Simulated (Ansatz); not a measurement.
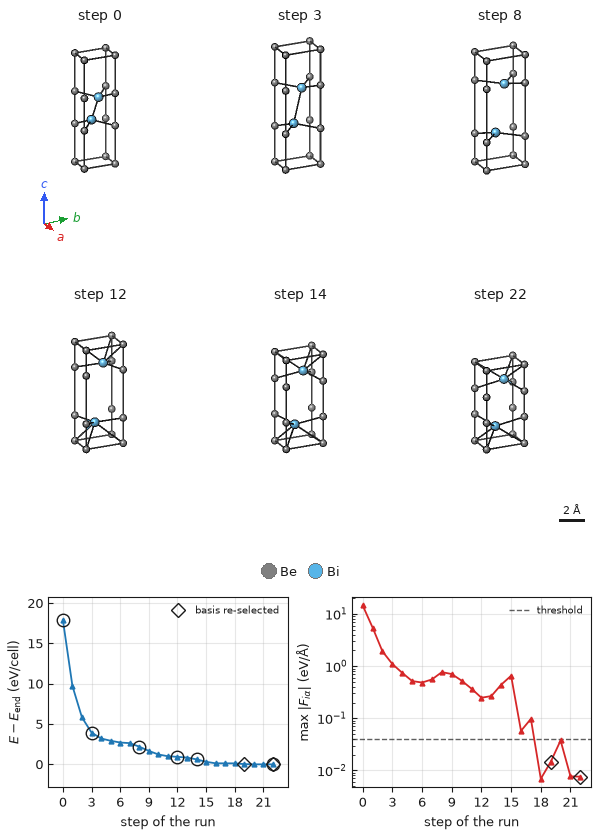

Frames of a relaxation of a crystal of Be$_{3}$Bi$_{2}$ (a generated structure, set up in P-3m1) (coarse preliminary run), marked on the history of the run. Style: ball-and-stick. Shown: the cell of the calculation, slightly off an axis.

Level of theory: DFT PBE, scalar-relativistic, plane waves, PAW in Ansatz 0.2.0. (plane-wave cutoff 420 eV; k-point mesh 6 × 6 × 2; occupations gaussian; smearing width 0.1 eV; no spin polarisation; cell and atoms relaxed; force threshold 0.04 eV/Å; at most 70 steps)

What happens along the run?

Answer. The energy falls by 17.931 eV per cell of the calculation in 20 accepted moves (22 points after the start). The largest force component goes from 15 to 0.0076 eV/Å. The pressure goes from 80.02 to 0.01 GPa. The SCF was repeated twice at an unchanged geometry on a basis and grid sized afresh for the cell, which shifted the energy by 93.8 meV per cell of the calculation at most. The largest moves relative to the cell, 1.18 Å, are those of Bi atoms. By element the largest moves are Bi 1.18 Å, Be 0.09 Å. The volume changes by +9.5 %, with a = b 3.427 → 4.210 Å (+22.8 %), c 8.978 → 6.514 Å (−27.4 %). Among the contacts that change: Bi–Bi 2.492 → 4.232 Å, Be–Bi 4.223 → 2.870 Å, Be–Be 3.151 → 2.193 Å, Bi–Bi 3.427 → 4.210 Å. New bonds form: Be–Be (3.15 → 2.19 Å), Be–Bi (4.22 → 2.87 Å). Bonds break: Bi–Bi (2.49 → 4.23 Å). The space group stays P-3m1 (No. 164). From step 0 to 3: Bi atoms move most (0.48 Å), volume +35.4 %, energy −13.983 eV per cell of the calculation. From step 3 to 8: Bi atoms move most (0.58 Å), volume +15.8 %, energy −1.752 eV per cell of the calculation. From step 8 to 12: Bi atoms move most (0.63 Å), volume −16.6 %, energy −1.265 eV per cell of the calculation. From step 12 to 14: Be atoms move most (0.32 Å), volume −10.3 %, energy −0.309 eV per cell of the calculation. From step 14 to 22: Be atoms move most (0.24 Å), volume −6.6 %, energy −0.623 eV per cell of the calculation.
